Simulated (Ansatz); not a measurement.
# Si₂ (triplet): B2PLYP, RPA-PBE over vertical spin and charge gaps, cc-pVDZ

Aim: run Si₂ (triplet) with these functionals over vertical spin and charge gaps, and hold them against the top wave-function level at the same points.

Method: cc-pVDZ, all electrons in the functionals, frozen cores in the correlation of double hybrids and RPA; program: Ansatz 0.2.0, Gaussian basis.

To be run: B2PLYP, RPA-PBE, at charge 0, triplet; charge 0, singlet; charge 0, quintet; charge 1, doublet; charge 1, quartet.

4 further runs of the same task are left out: 4 set aside as unsound or not needed.

### Step 1. The system

The geometry is a PBE0/def2-TZVP stationary point (not a proven minimum).

2 atoms, charge 0, spin multiplicity 3.

Atoms are counted from 1 here; the program's logs count them from 0.

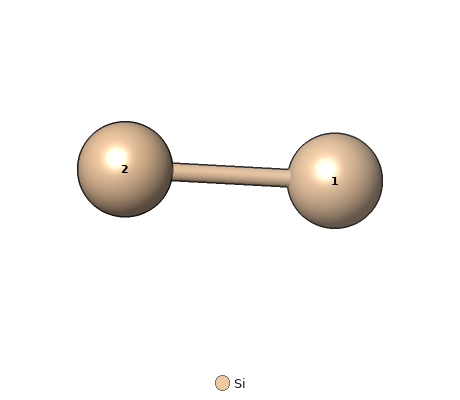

The structure; silicon light orange; atoms are numbered from 1 in the order of the file.

No dispersion term is added.

The geometry shown and the zero of energy belong to the point charge 0, triplet. The yardstick, FCI, and other wave-function levels (R restricted, U unrestricted, valence and pair active spaces) come from earlier runs.

### Step 2. B2PLYP, charge 0, triplet

The input, in.yaml:

```yaml
crystal:
  periodic: [false, false, false]
  atoms:
    - {symbol: Si, position_ang: [0.000000, 0.000000, 0.000000]}
    - {symbol: Si, position_ang: [0.000000, 0.000000, 2.254714]}
basis:
  gaussian: {orbitals: cc-pVDZ}
magnetization: {spin_polarized: true, initial_magnetization: 2}
hamiltonian: {xc: {name: B2PLYP}}
correlation: {electrons: outside_noble_gas}
```

Launch:

```
ansatz run in.yaml --threads 1 --pin off --events-out ev --progress --plain --max-ram 4096MiB --backend cpu
```

Output:

```text
Functional definition: B2PLYP
  name "B2PLYP"
  cite "Grimme, J. Chem. Phys. 124, 034108 (2006) doi:10.1063/1.2148954"
  cite "Becke, Phys. Rev. A 38, 3098 (1988) doi:10.1103/PhysRevA.38.3098"
  cite "Lee, Yang & Parr, Phys. Rev. B 37, 785 (1988) doi:10.1103/PhysRevB.37.785"
  parameter a = 0.53
  parameter c = 0.27
  exchange = (1 - a)*b88_x + a*exact_x
  correlation = (1 - c)*lyp_c + c*(mp2_os + mp2_ss)
370 factors; integrals over basis functions are off by at most 9.1e-4 eV
mean field evaluation 1: about -15742.7187 eV, gradient 4.3e0 eV
mean field evaluation 2: about -15742.8212 eV, gradient 4.1e0 eV
mean field evaluation 4: about -15743.0329 eV, gradient 4.8e-1 eV
mean field evaluation 8: about -15743.0371 eV, gradient 1.4e-3 eV
mean field evaluation 16: about -15743.0371 eV, gradient 3.4e-6 eV
mean field evaluation 32: about -15743.3962 eV, gradient 2.0e-1 eV
mean field evaluation 64: about -15743.4003 eV, gradient 6.1e-2 eV
mean field -15743.40105792 eV, -578.5593176182 hartree, gradient 1.4e-6 eV, S^2 2.006756; 8 other end points of the search recorded, 0 dependent functions left out
10 core orbitals not correlated: weight in the atoms' cores, before any rotation towards them, 1.000 or more for the frozen orbitals, at most 0.000 for the correlated occupied ones
reference -15743.40117009 eV, -578.5593217402 hartree; 5, 3 occupied and 21, 23 virtual orbitals, 370 factors
second order -4.62144842 eV of doubles, -0.00000000 eV of singles
Total energy: -15744.64896116 eV, -578.6051772163 hartree
```

Run time: 5.5 s. Hardware: 1 thread of AMD EPYC 7R13, shared host.

From the report: ⟨S²⟩ of the determinant 2.007 (pure triplet: 2.00).

### Step 3. B2PLYP, charge 0, singlet

Changes to in.yaml since step 2:

```diff
@@ -7,3 +7,3 @@
   gaussian: {orbitals: cc-pVDZ}
-magnetization: {spin_polarized: true, initial_magnetization: 2}
+magnetization: {spin_polarized: true, initial_magnetization: 0}
 hamiltonian: {xc: {name: B2PLYP}}
```

Launched as before.

Output (excerpt; [...] marks lines left out):

```text
Functional definition: B2PLYP
  name "B2PLYP"
  cite "Grimme, J. Chem. Phys. 124, 034108 (2006) doi:10.1063/1.2148954"
  cite "Becke, Phys. Rev. A 38, 3098 (1988) doi:10.1103/PhysRevA.38.3098"
  cite "Lee, Yang & Parr, Phys. Rev. B 37, 785 (1988) doi:10.1103/PhysRevB.37.785"
[...]
370 factors; integrals over basis functions are off by at most 9.1e-4 eV
[...]
mean field -15743.20642500 eV, -578.5521649902 hartree, gradient 1.2e-6 eV, S^2 1.007991; 13 other end points of the search recorded, 0 dependent functions left out
10 core orbitals not correlated: weight in the atoms' cores, before any rotation towards them, 1.000 or more for the frozen orbitals, at most 0.000 for the correlated occupied ones
reference -15743.20653661 eV, -578.5521690919 hartree; 4, 4 occupied and 22, 22 virtual orbitals, 370 factors
second order -4.65643257 eV of doubles, -0.00000000 eV of singles
Total energy: -15744.46377341 eV, -578.5983716919 hartree
```

It took 7 s on 1 thread of AMD EPYC 7R13, shared host.

From the report: ⟨S²⟩ of the determinant 1.008 (pure singlet: 0.00). The determinant is far from a pure spin state, so its energy mixes those of several spin states (harmless only where they are near-degenerate, as at dissociation).

From charge 0, triplet: +4.3 kcal/mol.

### Step 4. B2PLYP, charge 0, quintet

Changes to in.yaml since step 3:

```diff
@@ -7,3 +7,3 @@
   gaussian: {orbitals: cc-pVDZ}
-magnetization: {spin_polarized: true, initial_magnetization: 0}
+magnetization: {spin_polarized: true, initial_magnetization: 4}
 hamiltonian: {xc: {name: B2PLYP}}
```

The command is unchanged.

Output (excerpt; [...] marks lines left out):

```text
Functional definition: B2PLYP
  name "B2PLYP"
  cite "Grimme, J. Chem. Phys. 124, 034108 (2006) doi:10.1063/1.2148954"
  cite "Becke, Phys. Rev. A 38, 3098 (1988) doi:10.1103/PhysRevA.38.3098"
  cite "Lee, Yang & Parr, Phys. Rev. B 37, 785 (1988) doi:10.1103/PhysRevB.37.785"
[...]
370 factors; integrals over basis functions are off by at most 9.1e-4 eV
[...]
mean field -15741.97615821 eV, -578.5069535196 hartree, gradient 2.0e-6 eV, S^2 6.003405; 0 other end points of the search recorded, 0 dependent functions left out
10 core orbitals not correlated: weight in the atoms' cores, before any rotation towards them, 1.000 or more for the frozen orbitals, at most 0.000 for the correlated occupied ones
reference -15741.97626646 eV, -578.5069574975 hartree; 6, 2 occupied and 20, 24 virtual orbitals, 370 factors
second order -4.15713539 eV of doubles, -0.00000000 eV of singles
Total energy: -15743.09869301 eV, -578.5482059126 hartree
```

It took 0.85 s on 1 thread of AMD EPYC 7R13, shared host.

From the report: ⟨S²⟩ of the determinant 6.003 (pure quintet: 6.00).

From charge 0, triplet: +35.8 kcal/mol.

### Step 5. B2PLYP, charge 1, doublet

Changes to in.yaml since step 4:

```diff
@@ -7,3 +7,4 @@
   gaussian: {orbitals: cc-pVDZ}
-magnetization: {spin_polarized: true, initial_magnetization: 4}
+total_charge: 1
+magnetization: {spin_polarized: true, initial_magnetization: 1}
 hamiltonian: {xc: {name: B2PLYP}}
```

Launched as before.

Output (excerpt; [...] marks lines left out):

```text
Functional definition: B2PLYP
  name "B2PLYP"
  cite "Grimme, J. Chem. Phys. 124, 034108 (2006) doi:10.1063/1.2148954"
  cite "Becke, Phys. Rev. A 38, 3098 (1988) doi:10.1103/PhysRevA.38.3098"
  cite "Lee, Yang & Parr, Phys. Rev. B 37, 785 (1988) doi:10.1103/PhysRevB.37.785"
[...]
370 factors; integrals over basis functions are off by at most 9.1e-4 eV
[...]
mean field -15735.60225404 eV, -578.2727168619 hartree, gradient 4.5e-7 eV, S^2 1.760806; 11 other end points of the search recorded, 0 dependent functions left out
10 core orbitals not correlated: weight in the atoms' cores, before any rotation towards them, 1.000 or more for the frozen orbitals, at most 0.000 for the correlated occupied ones
reference -15735.60236763 eV, -578.2727210359 hartree; 4, 3 occupied and 22, 23 virtual orbitals, 370 factors
second order -3.53458292 eV of doubles, -0.00000000 eV of singles
Total energy: -15736.55670502 eV, -578.3077922881 hartree
```

Wall time 6.5 s (1 thread of AMD EPYC 7R13, shared host).

From the report: ⟨S²⟩ of the determinant 1.761 (pure doublet: 0.75). The determinant is far from a pure spin state, so its energy mixes those of several spin states (harmless only where they are near-degenerate, as at dissociation).

From charge 0, triplet: +186.6 kcal/mol.

### Step 6. B2PLYP, charge 1, quartet

Changes to in.yaml since step 5:

```diff
@@ -8,3 +8,3 @@
 total_charge: 1
-magnetization: {spin_polarized: true, initial_magnetization: 1}
+magnetization: {spin_polarized: true, initial_magnetization: 3}
 hamiltonian: {xc: {name: B2PLYP}}
```

The command is unchanged.

Output (excerpt; [...] marks lines left out):

```text
Functional definition: B2PLYP
  name "B2PLYP"
  cite "Grimme, J. Chem. Phys. 124, 034108 (2006) doi:10.1063/1.2148954"
  cite "Becke, Phys. Rev. A 38, 3098 (1988) doi:10.1103/PhysRevA.38.3098"
  cite "Lee, Yang & Parr, Phys. Rev. B 37, 785 (1988) doi:10.1103/PhysRevB.37.785"
[...]
370 factors; integrals over basis functions are off by at most 9.1e-4 eV
[...]
mean field -15735.80423067 eV, -578.2801393659 hartree, gradient 3.3e-6 eV, S^2 3.753542; 2 other end points of the search recorded, 0 dependent functions left out
10 core orbitals not correlated: weight in the atoms' cores, before any rotation towards them, 1.000 or more for the frozen orbitals, at most 0.000 for the correlated occupied ones
reference -15735.80434401 eV, -578.2801435311 hartree; 5, 2 occupied and 21, 24 virtual orbitals, 370 factors
second order -4.19627764 eV of doubles, -0.00000000 eV of singles
Total energy: -15736.93733897 eV, -578.3217803280 hartree
```

It took 0.94 s on 1 thread of AMD EPYC 7R13, shared host.

From the report: ⟨S²⟩ of the determinant 3.754 (pure quartet: 3.75).

From charge 0, triplet: +177.8 kcal/mol.

### Step 7. RPA-PBE, charge 0, triplet

The input, in.yaml:

```yaml
crystal:
  periodic: [false, false, false]
  atoms:
    - {symbol: Si, position_ang: [0.000000, 0.000000, 0.000000]}
    - {symbol: Si, position_ang: [0.000000, 0.000000, 2.254714]}
basis:
  gaussian: {orbitals: cc-pVDZ}
magnetization: {spin_polarized: true, initial_magnetization: 2}
hamiltonian: {xc: {name: PBE}}
correlation: {method: rpa, electrons: outside_noble_gas}
```

The command is unchanged.

Output (excerpt; [...] marks lines left out):

```text
Functional definition: PBE
  name "PBE"
  cite "Perdew, Burke & Ernzerhof, Phys. Rev. Lett. 77, 3865 (1996) doi:10.1103/PhysRevLett.77.3865"
  parent pbe
[...]
370 factors; integrals over basis functions are off by at most 9.1e-4 eV
[...]
mean field -15743.52196252 eV, -578.5637607802 hartree, gradient 4.9e-6 eV, S^2 2.005482; 11 other end points of the search recorded, 0 dependent functions left out
10 core orbitals not correlated: weight in the atoms' cores, before any rotation towards them, 1.000 or more for the frozen orbitals, at most 0.000 for the correlated occupied ones
reference -15721.25105847 eV, -577.7453201520 hartree; 5, 3 occupied and 21, 23 virtual orbitals, 370 factors
Total energy: -15728.54366717 eV, -578.0133185785 hartree
```

Run time: 3.4 s. Hardware: 1 thread of AMD EPYC 7R13, shared host.

From the report: ⟨S²⟩ of the determinant 2.005 (pure triplet: 2.00).

### Step 8. RPA-PBE, charge 0, singlet

Changes to in.yaml since step 7:

```diff
@@ -7,3 +7,3 @@
   gaussian: {orbitals: cc-pVDZ}
-magnetization: {spin_polarized: true, initial_magnetization: 2}
+magnetization: {spin_polarized: true, initial_magnetization: 0}
 hamiltonian: {xc: {name: PBE}}
```

The command is unchanged.

Output (excerpt; [...] marks lines left out):

```text
Functional definition: PBE
  name "PBE"
  cite "Perdew, Burke & Ernzerhof, Phys. Rev. Lett. 77, 3865 (1996) doi:10.1103/PhysRevLett.77.3865"
  parent pbe
[...]
370 factors; integrals over basis functions are off by at most 9.1e-4 eV
[...]
mean field -15743.31618195 eV, -578.5561984838 hartree, gradient 2.4e-6 eV, S^2 1.009395; 25 other end points of the search recorded, 0 dependent functions left out
10 core orbitals not correlated: weight in the atoms' cores, before any rotation towards them, 1.000 or more for the frozen orbitals, at most 0.000 for the correlated occupied ones
reference -15720.86178057 eV, -577.7310144530 hartree; 4, 4 occupied and 22, 22 virtual orbitals, 370 factors
Total energy: -15728.31363581 eV, -578.0048650820 hartree
```

Wall time 17 s (1 thread of AMD EPYC 7R13, shared host).

From the report: ⟨S²⟩ of the determinant 1.009 (pure singlet: 0.00). The determinant is far from a pure spin state, so its energy mixes those of several spin states (harmless only where they are near-degenerate, as at dissociation).

From charge 0, triplet: +5.3 kcal/mol.

### Step 9. RPA-PBE, charge 0, quintet

Changes to in.yaml since step 8:

```diff
@@ -7,3 +7,3 @@
   gaussian: {orbitals: cc-pVDZ}
-magnetization: {spin_polarized: true, initial_magnetization: 0}
+magnetization: {spin_polarized: true, initial_magnetization: 4}
 hamiltonian: {xc: {name: PBE}}
```

The command is unchanged.

Output (excerpt; [...] marks lines left out):

```text
Functional definition: PBE
  name "PBE"
  cite "Perdew, Burke & Ernzerhof, Phys. Rev. Lett. 77, 3865 (1996) doi:10.1103/PhysRevLett.77.3865"
  parent pbe
[...]
370 factors; integrals over basis functions are off by at most 9.1e-4 eV
[...]
mean field -15742.01762699 eV, -578.5084774690 hartree, gradient 4.1e-7 eV, S^2 6.001223; 2 other end points of the search recorded, 0 dependent functions left out
10 core orbitals not correlated: weight in the atoms' cores, before any rotation towards them, 1.000 or more for the frozen orbitals, at most 0.000 for the correlated occupied ones
reference -15720.34275493 eV, -577.7119406128 hartree; 6, 2 occupied and 20, 24 virtual orbitals, 370 factors
Total energy: -15726.94777337 eV, -577.9546705634 hartree
```

It took 0.94 s on 1 thread of AMD EPYC 7R13, shared host.

From the report: ⟨S²⟩ of the determinant 6.001 (pure quintet: 6.00).

From charge 0, triplet: +36.8 kcal/mol.

### Step 10. RPA-PBE, charge 1, doublet

Changes to in.yaml since step 9:

```diff
@@ -7,3 +7,4 @@
   gaussian: {orbitals: cc-pVDZ}
-magnetization: {spin_polarized: true, initial_magnetization: 4}
+total_charge: 1
+magnetization: {spin_polarized: true, initial_magnetization: 1}
 hamiltonian: {xc: {name: PBE}}
```

Launched as before.

Output (excerpt; [...] marks lines left out):

```text
Functional definition: PBE
  name "PBE"
  cite "Perdew, Burke & Ernzerhof, Phys. Rev. Lett. 77, 3865 (1996) doi:10.1103/PhysRevLett.77.3865"
  parent pbe
[...]
370 factors; integrals over basis functions are off by at most 9.1e-4 eV
[...]
mean field -15735.38887364 eV, -578.2648752767 hartree, gradient 4.3e-6 eV, S^2 1.770668; 13 other end points of the search recorded, 0 dependent functions left out
10 core orbitals not correlated: weight in the atoms' cores, before any rotation towards them, 1.000 or more for the frozen orbitals, at most 0.000 for the correlated occupied ones
reference -15713.83997879 eV, -577.4729679972 hartree; 4, 3 occupied and 22, 23 virtual orbitals, 370 factors
Total energy: -15720.36305393 eV, -577.7126865871 hartree
```

Wall time 6 s (1 thread of AMD EPYC 7R13, shared host).

From the report: ⟨S²⟩ of the determinant 1.771 (pure doublet: 0.75). The determinant is far from a pure spin state, so its energy mixes those of several spin states (harmless only where they are near-degenerate, as at dissociation).

From charge 0, triplet: +188.6 kcal/mol.

### Step 11. RPA-PBE, charge 1, quartet

Changes to in.yaml since step 10:

```diff
@@ -8,3 +8,3 @@
 total_charge: 1
-magnetization: {spin_polarized: true, initial_magnetization: 1}
+magnetization: {spin_polarized: true, initial_magnetization: 3}
 hamiltonian: {xc: {name: PBE}}
```

Same command.

Output:

```text
Functional definition: PBE
  name "PBE"
  cite "Perdew, Burke & Ernzerhof, Phys. Rev. Lett. 77, 3865 (1996) doi:10.1103/PhysRevLett.77.3865"
  parent pbe
  parameter kappa = 0.804
  parameter beta = 0.06672455060314922
  exchange = pbe_x(kappa = kappa, mu = beta*pi^2/3)
  correlation = pbe_c(beta = beta)
370 factors; integrals over basis functions are off by at most 9.1e-4 eV
mean field evaluation 1: about -15734.6953 eV, gradient 9.8e0 eV
mean field evaluation 2: about -15734.6932 eV, gradient 9.8e0 eV
mean field evaluation 4: about -15735.7274 eV, gradient 4.8e-1 eV
mean field evaluation 8: about -15735.7292 eV, gradient 1.2e-3 eV
mean field -15735.72919405 eV, -578.2773818211 hartree, gradient 2.7e-6 eV, S^2 3.750142; 0 other end points of the search recorded, 0 dependent functions left out
10 core orbitals not correlated: weight in the atoms' cores, before any rotation towards them, 1.000 or more for the frozen orbitals, at most 0.000 for the correlated occupied ones
reference -15714.14069731 eV, -577.4840191989 hartree; 5, 2 occupied and 21, 24 virtual orbitals, 370 factors
Total energy: -15720.71570194 eV, -577.7256461626 hartree
```

Run time: 0.6 s. Hardware: 1 thread of AMD EPYC 7R13, shared host.

From the report: ⟨S²⟩ of the determinant 3.750 (pure quartet: 3.75).

From charge 0, triplet: +180.5 kcal/mol.

### Step 12. Against the wave-function levels

The yardstick is full CI for this spin, exact in this basis with these frozen cores. It comes from earlier runs at the same points. Energies in kcal/mol, counted from charge 0, triplet; blanks weren't run or aren't comparable.

```csv
level,triplet to singlet,triplet to quintet,ionisation to the doublet cation,ionisation to the quartet cation
FCI,12.0,31.7,193.1,173.7
B2PLYP,,35.8,,177.8
RPA-PBE,,36.8,,180.5
```

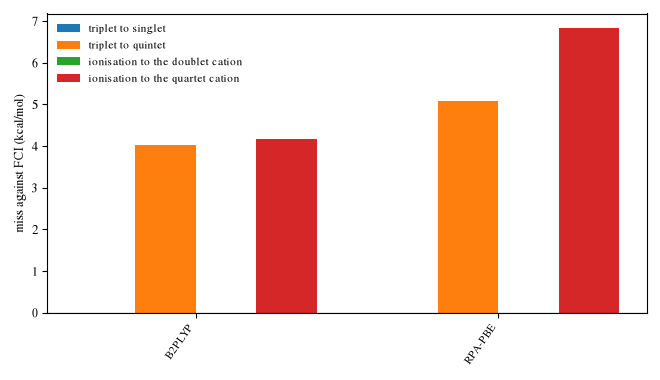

Misses of the gaps against FCI.

Largest miss and mean time a point (FCI took 73 s a point; shared hosts):

```csv
level,largest miss (kcal/mol),where,time a point
B2PLYP,+4.2,ionisation to the quartet cation,4.2 s
RPA-PBE,+6.8,ionisation to the quartet cation,5.5 s
```

### Step 13. Outcome

| quantity | value |
| --- | --- |
| triplet to singlet, FCI | 12.0 kcal/mol |
| triplet to quintet, FCI | 31.7 kcal/mol |
| ionisation to the doublet cation, FCI | 193.1 kcal/mol |
| ionisation to the quartet cation, FCI | 173.7 kcal/mol |
| largest miss, B2PLYP | +4.2 kcal/mol (ionisation to the quartet cation) |
| largest miss, RPA-PBE | +6.8 kcal/mol (ionisation to the quartet cation) |

Of the functionals, B2PLYP keep the smallest largest miss at the points compared (at most 4.2 kcal/mol) and RPA-PBE strays most (6.8 kcal/mol, at ionisation to the quartet cation). B2PLYP, RPA-PBE clearly break the spin symmetry at some points (⟨S²⟩ up to 1.02 above the pure value), so energy there is bought with a mixed spin. Functionals and the yardstick converge differently with the basis, so part of each miss in cc-pVDZ is the basis.
